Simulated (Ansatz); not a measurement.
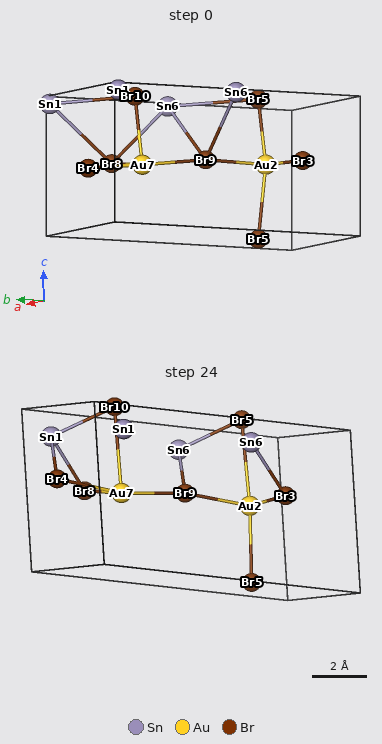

The structure of crystalline SnAuBr3 (built on the KZnF3-221 type type) before (top) and after (bottom) a relaxation, at one scale.

The picture is a ball-and-stick view of the cell of the calculation, seen from a free direction.

Case: shaken.

Level of theory: DFT, PBEsol, plane waves, PAW (Ansatz 0.2.0).

Input file:
```yaml
crystal:
  lattice:
    - [5.267183788, 0.003164892, 0.0011336656]
    - [0.006329784, 10.4540720979, -0.0297620823]
    - [0.0011336656, -0.0148810411, 5.2484781874]
  atoms:
    - { symbol: Sn, position: [-0.0061402788, -0.0127348848, -0.0536700653] }
    - { symbol: Au, position: [0.4997632831, 0.2459455423, 0.5365004599] }
    - { symbol: Br, position: [0.0493106343, 0.2208703143, 0.5223429796] }
    - { symbol: Br, position: [0.4879986985, -0.0276442852, 0.4369400567] }
    - { symbol: Br, position: [0.4932327067, 0.2779735884, -8.47268e-05] }
    - { symbol: Sn, position: [-0.0039612274, 0.5067576235, -0.0229219065] }
    - { symbol: Au, position: [0.4863668884, 0.7523287879, 0.4835864157] }
    - { symbol: Br, position: [-0.0363010391, 0.7444764278, 0.5411382745] }
    - { symbol: Br, position: [0.4820738215, 0.4954627999, 0.5445709014] }
    - { symbol: Br, position: [0.5576214879, 0.7617823224, -0.0213777534] }
kpoints:
  mp_grid: { grid: [4, 2, 4] }
hamiltonian:
  xc: pbesol
scf:
  occupations: { method: fermi_dirac, width: 0.05 }
relax:
  f_tol: 0.01
  cell: {}
  max_steps: 120
```

Launched with:
```bash
ansatz run input.yaml --threads 2 --pin off --max-ram 2211MiB --backend cpu --events-out ev --progress --plain --runs-dir out
```

Question: Describe what moved and what it gained.

Answer: Sn6 moves most relative to the cell: 1.45 Å along [−2 −1 −2]. By element the largest moves are Sn 1.45 Å, Br 0.89 Å, Au 0.32 Å. The drawn cell changes as follows: a 5.267 → 5.401 Å (+2.5 %), b 10.454 → 10.798 Å (+3.3 %), c 5.248 → 6.131 Å (+16.8 %), α 90.3° → 84.7°, β 90.0° → 84.7°, γ 89.9° → 87.5°; the volume changes by +22.6 %. Near-neighbour distances that change, for instance: Br3–Sn6 3.824 → 2.735 Å, Sn1–Br4 3.778 → 2.733 Å, Br4–Br10 3.272 → 4.301 Å, Br5–Sn6 3.573 → 2.664 Å. New bonds form: Br3–Sn6 (3.82 → 2.74 Å), Sn1–Br4 (3.78 → 2.73 Å). Bond angles that change, for instance: Br4–Au7–Br10 81.5° → 100.2°, Br5–Au2–Br9 83.8° → 97.8°, Br8–Au7–Br10 104.4° → 90.9°. The space group stays P1 (No. 1). Over 21 accepted moves (24 points after the start) the energy falls by 370 meV per atom. Largest force component: 3.3 eV/Å at the start, 0.0069 eV/Å at the end. Pressure: 2.23 GPa at the start and 0.00 GPa at the end. The line search rejected the trial step at point 22 of the run. At 2 points the geometry stayed and the basis and grid were re-selected for the new cell (energy shift of 2.5 meV per atom at most each time).
